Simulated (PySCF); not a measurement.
## Single-point calculation, with input and output: CBe (part 2 of 2)

Continued. System: CBe, multiplicity 3. Method: ROHF/cc-pvtz-dk, nevpt2 (PySCF 2.14.0). Some settings of this run were made unusual or wrong on purpose.

Geometry of the input (Å):
```
Be 0.0000  0.0000  0.0000
C  0.0000  0.0000  1.6700
```

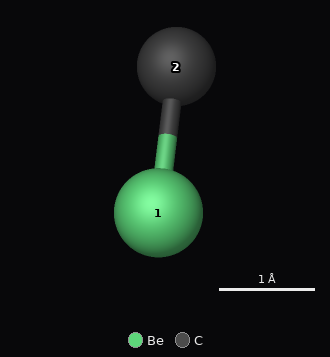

Fig. 1: The structure (ball-and-stick view, seen at an oblique angle; atoms are numbered from 1 in the order of the input). Sticks mark near contacts.

## Output, continued
```
<mo_coeff-mcscf|mo_coeff-hf>  44     44       0.97894764
<mo_coeff-mcscf|mo_coeff-hf>  45     45       0.97894764
<mo_coeff-mcscf|mo_coeff-hf>  46     46       0.99969802
<mo_coeff-mcscf|mo_coeff-hf>  47     47       0.99999641
<mo_coeff-mcscf|mo_coeff-hf>  48     48       0.99999641
<mo_coeff-mcscf|mo_coeff-hf>  49     49       0.99892239
<mo_coeff-mcscf|mo_coeff-hf>  50     50       0.99892239
<mo_coeff-mcscf|mo_coeff-hf>  51     51       0.99984536
<mo_coeff-mcscf|mo_coeff-hf>  52     52       0.99263240
<mo_coeff-mcscf|mo_coeff-hf>  53     53       0.99263240
<mo_coeff-mcscf|mo_coeff-hf>  54     54       0.99427216
<mo_coeff-mcscf|mo_coeff-hf>  55     55       0.99427216
<mo_coeff-mcscf|mo_coeff-hf>  56     56       0.99909752
<mo_coeff-mcscf|mo_coeff-hf>  57     57       0.99909752
<mo_coeff-mcscf|mo_coeff-hf>  58     58       0.99986462
<mo_coeff-mcscf|mo_coeff-hf>  59     59       0.99995666
<mo_coeff-mcscf|mo_coeff-hf>  60     60       0.99998732
** Largest CI components **
  [alpha occ-orbitals] [beta occ-orbitals]            CI coefficient
  [0 1 2]              [0]                            -0.795571960289
  [0 1 2]              [3]                            -0.350510421804
  [0 1 3]              [2]                            -0.193329011323
  [0 2 3]              [1]                             0.193329011328
  [1 2 3]              [3]                             0.368966024133
 ** Mulliken pop on meta-lowdin orthogonal AOs  **
 ** Mulliken pop  **
pop of  0 Be 1s           1.99999
pop of  0 Be 2s           1.04792
pop of  0 Be 3s           0.00237
pop of  0 Be 4s           0.00114
pop of  0 Be 2px          0.04300
pop of  0 Be 2py          0.04300
pop of  0 Be 2pz          0.07337
pop of  0 Be 3px          0.00045
pop of  0 Be 3py          0.00045
pop of  0 Be 3pz          0.00735
pop of  0 Be 4px          0.00032
pop of  0 Be 4py          0.00032
pop of  0 Be 4pz          0.00814
pop of  0 Be 3dxy         0.00000
pop of  0 Be 3dyz         0.00067
pop of  0 Be 3dz^2        0.02047
pop of  0 Be 3dxz         0.00067
pop of  0 Be 3dx2-y2      0.00000
pop of  0 Be 4dxy         0.00000
pop of  0 Be 4dyz         0.00012
pop of  0 Be 4dz^2        0.00005
pop of  0 Be 4dxz         0.00012
pop of  0 Be 4dx2-y2      0.00000
pop of  0 Be 4f-3         0.00000
pop of  0 Be 4f-2         0.00000
pop of  0 Be 4f-1         0.00017
pop of  0 Be 4f+0         0.00566
pop of  0 Be 4f+1         0.00017
pop of  0 Be 4f+2         0.00000
pop of  0 Be 4f+3         0.00000
pop of  1 C 1s            1.99999
pop of  1 C 2s            1.84236
pop of  1 C 3s            0.02876
pop of  1 C 4s            0.00089
pop of  1 C 2px           0.93570
pop of  1 C 2py           0.93570
pop of  1 C 2pz           0.93751
pop of  1 C 3px           0.01528
pop of  1 C 3py           0.01528
pop of  1 C 3pz           0.00423
pop of  1 C 4px           0.00046
pop of  1 C 4py           0.00046
pop of  1 C 4pz           0.00407
pop of  1 C 3dxy          0.00000
pop of  1 C 3dyz          0.00487
pop of  1 C 3dz^2         0.00774
pop of  1 C 3dxz          0.00487
pop of  1 C 3dx2-y2       0.00000
pop of  1 C 4dxy          0.00000
pop of  1 C 4dyz          0.00165
pop of  1 C 4dz^2         0.00096
pop of  1 C 4dxz          0.00165
pop of  1 C 4dx2-y2       0.00000
pop of  1 C 4f-3          0.00000
pop of  1 C 4f-2          0.00000
pop of  1 C 4f-1          0.00043
pop of  1 C 4f+0          0.00076
pop of  1 C 4f+1          0.00043
pop of  1 C 4f+2          0.00000
pop of  1 C 4f+3          0.00000
 ** Mulliken atomic charges  **
charge of    0Be =      0.74405
charge of    1C =     -0.74405
Mulliken spin population analysis on meta-Lowdin AOs:
 ** Mulliken pop on meta-lowdin orthogonal AOs  **
 ** Mulliken pop  **
pop of  0 Be 1s          -0.00000
pop of  0 Be 2s          -0.29235
pop of  0 Be 3s           0.00030
pop of  0 Be 4s          -0.00047
pop of  0 Be 2px          0.04114
pop of  0 Be 2py          0.04114
pop of  0 Be 2pz         -0.02396
pop of  0 Be 3px          0.00044
pop of  0 Be 3py          0.00044
pop of  0 Be 3pz          0.00144
pop of  0 Be 4px          0.00030
pop of  0 Be 4py          0.00030
pop of  0 Be 4pz         -0.00135
pop of  0 Be 3dxy         0.00000
pop of  0 Be 3dyz         0.00063
pop of  0 Be 3dz^2       -0.00869
pop of  0 Be 3dxz         0.00063
pop of  0 Be 3dx2-y2     -0.00000
pop of  0 Be 4dxy         0.00000
pop of  0 Be 4dyz         0.00011
pop of  0 Be 4dz^2       -0.00000
pop of  0 Be 4dxz         0.00011
pop of  0 Be 4dx2-y2      0.00000
pop of  0 Be 4f-3         0.00000
pop of  0 Be 4f-2         0.00000
pop of  0 Be 4f-1         0.00016
pop of  0 Be 4f+0        -0.00195
pop of  0 Be 4f+1         0.00016
pop of  0 Be 4f+2         0.00000
pop of  0 Be 4f+3         0.00000
pop of  1 C 1s            0.00000
pop of  1 C 2s            0.03828
pop of  1 C 3s           -0.01233
pop of  1 C 4s            0.00004
pop of  1 C 2px           0.85592
pop of  1 C 2py           0.85592
pop of  1 C 2pz           0.46079
pop of  1 C 3px           0.01468
pop of  1 C 3py           0.01468
pop of  1 C 3pz          -0.00042
pop of  1 C 4px           0.00044
pop of  1 C 4py           0.00044
pop of  1 C 4pz          -0.00064
pop of  1 C 3dxy          0.00000
pop of  1 C 3dyz          0.00456
pop of  1 C 3dz^2         0.00040
pop of  1 C 3dxz          0.00456
pop of  1 C 3dx2-y2       0.00000
pop of  1 C 4dxy          0.00000
pop of  1 C 4dyz          0.00159
pop of  1 C 4dz^2         0.00006
pop of  1 C 4dxz          0.00159
pop of  1 C 4dx2-y2       0.00000
pop of  1 C 4f-3          0.00000
pop of  1 C 4f-2          0.00000
pop of  1 C 4f-1          0.00041
pop of  1 C 4f+0          0.00006
pop of  1 C 4f+1          0.00041
pop of  1 C 4f+2         -0.00000
pop of  1 C 4f+3          0.00000
 ** Mulliken atomic charges  **
charge of    0Be =      4.24144
charge of    1C =      3.75856
spop of 0 Be 1s        -0.00000
spop of 0 Be 2s        -0.29235
spop of 0 Be 3s         0.00030
spop of 0 Be 4s        -0.00047
spop of 0 Be 2px        0.04114
spop of 0 Be 2py        0.04114
spop of 0 Be 2pz       -0.02396
spop of 0 Be 3px        0.00044
spop of 0 Be 3py        0.00044
spop of 0 Be 3pz        0.00144
spop of 0 Be 4px        0.00030
spop of 0 Be 4py        0.00030
spop of 0 Be 4pz       -0.00135
spop of 0 Be 3dxy       0.00000
spop of 0 Be 3dyz       0.00063
spop of 0 Be 3dz^2     -0.00869
spop of 0 Be 3dxz       0.00063
spop of 0 Be 3dx2-y2   -0.00000
spop of 0 Be 4dxy       0.00000
spop of 0 Be 4dyz       0.00011
spop of 0 Be 4dz^2     -0.00000
spop of 0 Be 4dxz       0.00011
spop of 0 Be 4dx2-y2    0.00000
spop of 0 Be 4f-3       0.00000
spop of 0 Be 4f-2       0.00000
spop of 0 Be 4f-1       0.00016
spop of 0 Be 4f+0      -0.00195
spop of 0 Be 4f+1       0.00016
spop of 0 Be 4f+2       0.00000
spop of 0 Be 4f+3       0.00000
spop of 1 C 1s          0.00000
spop of 1 C 2s          0.03828
spop of 1 C 3s         -0.01233
spop of 1 C 4s          0.00004
spop of 1 C 2px         0.85592
spop of 1 C 2py         0.85592
spop of 1 C 2pz         0.46079
spop of 1 C 3px         0.01468
spop of 1 C 3py         0.01468
spop of 1 C 3pz        -0.00042
spop of 1 C 4px         0.00044
spop of 1 C 4py         0.00044
spop of 1 C 4pz        -0.00064
spop of 1 C 3dxy        0.00000
spop of 1 C 3dyz        0.00456
spop of 1 C 3dz^2       0.00040
spop of 1 C 3dxz        0.00456
spop of 1 C 3dx2-y2     0.00000
spop of 1 C 4dxy        0.00000
spop of 1 C 4dyz        0.00159
spop of 1 C 4dz^2       0.00006
spop of 1 C 4dxz        0.00159
spop of 1 C 4dx2-y2     0.00000
spop of 1 C 4f-3        0.00000
spop of 1 C 4f-2        0.00000
spop of 1 C 4f-1        0.00041
spop of 1 C 4f+0        0.00006
spop of 1 C 4f+1        0.00041
spop of 1 C 4f+2       -0.00000
spop of 1 C 4f+3        0.00000
Mulliken atomic spins:
spin of  0Be =     -0.24144
spin of  1C =      2.24144

******** <class 'pyscf.mrpt.nevpt2.NEVPT'> ********
NEVPT2 (3e+1e, 6o), ncore = 3, nvir = 51
root = 0
Natural occ [1.51044002 0.9889338  0.9889338  0.48330595 0.01419321 0.01419321]
Natural orbital (expansion on meta-Lowdin AOs) in CAS space
               #1        #2        #3        #4        #5
0 Be 1s         -0.00065   0.00000  -0.00000  -0.00135  -0.00000
0 Be 2s          0.64442  -0.00000   0.00000   0.57524   0.00000
0 Be 3s          0.00931  -0.00000   0.00000  -0.02752   0.00000
0 Be 4s         -0.01743   0.00000  -0.00000  -0.03460  -0.00000
0 Be 2px        -0.00000   0.17879   0.05048  -0.00000   0.16554
0 Be 2py        -0.00000  -0.05048   0.17879  -0.00000   0.77311
0 Be 2pz        -0.10844   0.00000   0.00000  -0.30095  -0.00000
0 Be 3px        -0.00000   0.01993   0.00563  -0.00000   0.00945
0 Be 3py         0.00000  -0.00563   0.01993   0.00000   0.04414
0 Be 3pz         0.04385  -0.00000   0.00000  -0.02893   0.00000
0 Be 4px        -0.00000   0.01730   0.00489   0.00000   0.00204
0 Be 4py        -0.00000  -0.00489   0.01730  -0.00000   0.00954
0 Be 4pz        -0.02238   0.00000  -0.00000  -0.09174  -0.00000
0 Be 3dxy       -0.00000  -0.00000   0.00000  -0.00000   0.00000
0 Be 3dyz        0.00000  -0.00706   0.02501   0.00000   0.01888
0 Be 3dz^2       0.07166  -0.00000  -0.00000   0.15891   0.00000
0 Be 3dxz        0.00000   0.02501   0.00706  -0.00000   0.00404
0 Be 3dx2-y2    -0.00000  -0.00000   0.00000  -0.00000   0.00000
0 Be 4dxy        0.00000   0.00000   0.00000   0.00000   0.00000
0 Be 4dyz       -0.00000   0.00301  -0.01066  -0.00000  -0.00709
0 Be 4dz^2       0.00124   0.00000  -0.00000   0.00463  -0.00000
0 Be 4dxz        0.00000  -0.01066  -0.00301   0.00000  -0.00152
0 Be 4dx2-y2    -0.00000  -0.00000  -0.00000   0.00000   0.00000
0 Be 4f-3        0.00000   0.00000  -0.00000  -0.00000  -0.00000
0 Be 4f-2        0.00000   0.00000   0.00000   0.00000   0.00000
0 Be 4f-1        0.00000   0.00326  -0.01155   0.00000  -0.04261
0 Be 4f+0        0.03124   0.00000  -0.00000   0.08439   0.00000
0 Be 4f+1        0.00000  -0.01155  -0.00326   0.00000  -0.00912
0 Be 4f+2        0.00000  -0.00000   0.00000   0.00000  -0.00000
0 Be 4f+3        0.00000   0.00000  -0.00000   0.00000   0.00000
1 C 1s          -0.00148  -0.00000   0.00000   0.00142  -0.00000
1 C 2s          -0.44695   0.00000  -0.00000   0.04604  -0.00000
1 C 3s           0.09601  -0.00000  -0.00000   0.16376   0.00000
1 C 4s          -0.00053   0.00000  -0.00000   0.02107  -0.00000
1 C 2px         -0.00000   0.93573   0.26422   0.00000  -0.04814
1 C 2py         -0.00000  -0.26422   0.93573   0.00000  -0.22483
1 C 2pz         -0.59557   0.00000  -0.00000   0.69770   0.00000
1 C 3px          0.00000  -0.10922  -0.03084   0.00000  -0.08854
1 C 3py          0.00000   0.03084  -0.10922   0.00000  -0.41351
1 C 3pz          0.01121  -0.00000  -0.00000   0.08403  -0.00000
1 C 4px         -0.00000   0.01782   0.00503  -0.00000   0.01954
1 C 4py         -0.00000  -0.00503   0.01782  -0.00000   0.09124
1 C 4pz         -0.01489  -0.00000   0.00000  -0.06827  -0.00000
1 C 3dxy        -0.00000   0.00000   0.00000  -0.00000   0.00000
1 C 3dyz         0.00000   0.01560  -0.05526   0.00000  -0.32926
1 C 3dz^2        0.00056  -0.00000   0.00000  -0.07404   0.00000
1 C 3dxz         0.00000  -0.05526  -0.01560   0.00000  -0.07050
1 C 3dx2-y2     -0.00000  -0.00000   0.00000  -0.00000   0.00000
1 C 4dxy        -0.00000  -0.00000   0.00000   0.00000   0.00000
1 C 4dyz         0.00000   0.01032  -0.03656   0.00000  -0.12200
1 C 4dz^2       -0.00026  -0.00000   0.00000  -0.03147  -0.00000
1 C 4dxz         0.00000  -0.03656  -0.01032   0.00000  -0.02612
1 C 4dx2-y2     -0.00000  -0.00000   0.00000  -0.00000   0.00000
1 C 4f-3         0.00000  -0.00000  -0.00000   0.00000  -0.00000
1 C 4f-2        -0.00000   0.00000   0.00000   0.00000   0.00000
1 C 4f-1        -0.00000  -0.00556   0.01969   0.00000   0.03210
1 C 4f+0        -0.00105   0.00000  -0.00000   0.02354   0.00000
1 C 4f+1        -0.00000   0.01969   0.00556  -0.00000   0.00687
1 C 4f+2         0.00000  -0.00000  -0.00000   0.00000   0.00000
1 C 4f+3         0.00000   0.00000   0.00000  -0.00000  -0.00000
               #6
0 Be 1s         -0.00000
0 Be 2s         -0.00000
0 Be 3s          0.00000
0 Be 4s         -0.00000
0 Be 2px        -0.77311
0 Be 2py         0.16554
0 Be 2pz         0.00000
0 Be 3px        -0.04414
0 Be 3py         0.00945
0 Be 3pz         0.00000
0 Be 4px        -0.00954
0 Be 4py         0.00204
0 Be 4pz        -0.00000
0 Be 3dxy        0.00000
0 Be 3dyz        0.00404
0 Be 3dz^2       0.00000
0 Be 3dxz       -0.01888
0 Be 3dx2-y2     0.00000
0 Be 4dxy       -0.00000
0 Be 4dyz       -0.00152
0 Be 4dz^2       0.00000
0 Be 4dxz        0.00709
0 Be 4dx2-y2     0.00000
0 Be 4f-3       -0.00000
0 Be 4f-2       -0.00000
0 Be 4f-1       -0.00912
0 Be 4f+0       -0.00000
0 Be 4f+1        0.04261
0 Be 4f+2        0.00000
0 Be 4f+3       -0.00000
1 C 1s          -0.00000
1 C 2s           0.00000
1 C 3s          -0.00000
1 C 4s          -0.00000
1 C 2px          0.22483
1 C 2py         -0.04814
1 C 2pz          0.00000
1 C 3px          0.41351
1 C 3py         -0.08854
1 C 3pz          0.00000
1 C 4px         -0.09124
1 C 4py          0.01954
1 C 4pz          0.00000
1 C 3dxy         0.00000
1 C 3dyz        -0.07050
1 C 3dz^2        0.00000
1 C 3dxz         0.32926
1 C 3dx2-y2     -0.00000
1 C 4dxy         0.00000
1 C 4dyz        -0.02612
1 C 4dz^2        0.00000
1 C 4dxz         0.12200
1 C 4dx2-y2      0.00000
1 C 4f-3         0.00000
1 C 4f-2        -0.00000
1 C 4f-1         0.00687
1 C 4f+0        -0.00000
1 C 4f+1        -0.03210
1 C 4f+2        -0.00000
1 C 4f+3        -0.00000
<CAS-nat-orb|mo-hf>  4      4        0.98438264
<CAS-nat-orb|mo-hf>  5      5        0.98426076
<CAS-nat-orb|mo-hf>  6      6        0.98426076
<CAS-nat-orb|mo-hf>  7      7        0.93824405
<CAS-nat-orb|mo-hf>  8      8        0.41736921
<CAS-nat-orb|mo-hf>  8      9        0.56252619
<CAS-nat-orb|mo-hf>  8      12       0.41094711
<CAS-nat-orb|mo-hf>  8      21       0.43258799
<CAS-nat-orb|mo-hf>  9      8        0.56252619
<CAS-nat-orb|mo-hf>  9      9       -0.41736921
<CAS-nat-orb|mo-hf>  9      13      -0.41094711
<CAS-nat-orb|mo-hf>  9      20      -0.43258799
Sr    (-1)',   E = -0.01135311862809
Si    (+1)',   E = -0.00620109451834
Sijrs (0)  ,   E = -0.02372705455878
Sijr  (+1) ,   E = -0.00496272121595
Srsi  (-1) ,   E = -0.02383978920120
Srs   (-2) ,   E = -0.01302812908381
Sij   (+2) ,   E = -0.00088536989360
Sir   (0)' ,   E = -0.03422823932345
Nevpt2 Energy = -0.118225516423221
Dipole moment(X, Y, Z, Debye):  0.00000,  0.00000, -4.33839
orbital energies (hartree): [-4.749  -0.7291 -0.3175 -0.1173 -0.1173 -0.0303  0.0906  0.0906]
```
